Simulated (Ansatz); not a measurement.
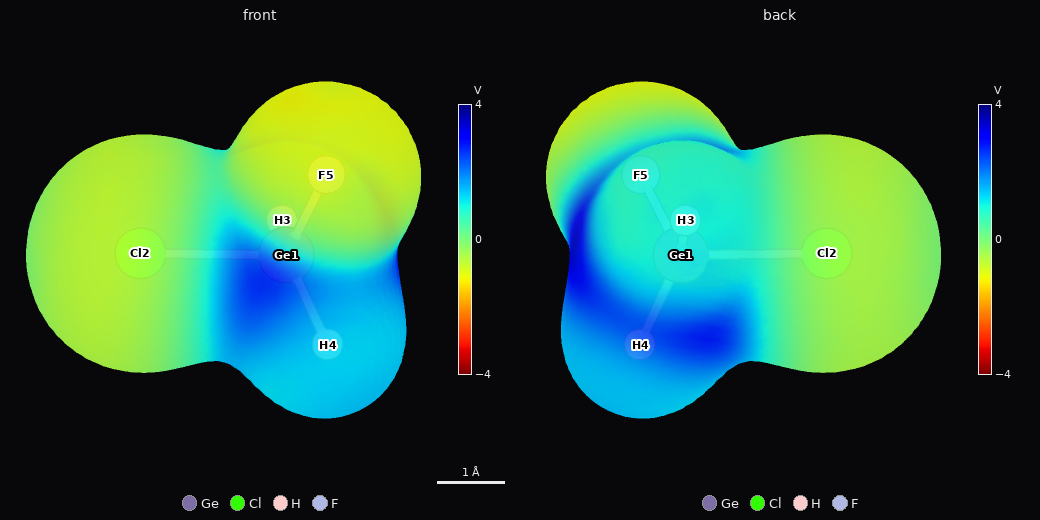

The picture shows: ClFGeH₂. The electrostatic potential painted on the density surface at 0.004 e/bohr³, seen from the front and from behind; the colour scale runs from red (negative) to blue (positive).

Not at a stationary point (largest force 1.3 eV/Å).

These are results of Ansatz 0.2.0, RKS PBE0-D4/def2-SVP, not measurements.

Input

```
crystal:
  periodic: [false, false, false]
  atoms:
    - { symbol: Ge, position_ang: [0.0, 0.0, 0.0] }
    - { symbol: Cl, position_ang: [1.3501, 0.0, 2.0083] }
    - { symbol: H, position_ang: [1.741, 0.0, 0.178] }
    - { symbol: H, position_ang: [-0.73, 1.2648, -0.5162] }
    - { symbol: F, position_ang: [-0.7913, -1.3709, -0.5594] }
basis:
  gaussian: { orbitals: def2-SVP }
hamiltonian:
  xc: pbe0
  dispersion: d4
relax:
  f_tol: 0.15
  max_steps: 25
  restrain:
    - { distance: [1, 2], at: 2.57, k: 30.0 }
    - { distance: [0, 1], at: 2.22, k: 30.0 }
    - { distance: [0, 2], at: 1.55, k: 30.0 }
output:
  orbitals: {}
```

Command:

```sh
ansatz run input.yaml --threads 1 --pin off --max-ram 2048MiB --backend cpu --events-out ev --progress --plain --runs-dir out
```

The fields are those of the run's last geometry, not of the input's.

> Where is the surface potential most negative and most positive?

The most negative region (about −1.2 V) lies over F5, the most positive (about +3.3 V) over Ge1.
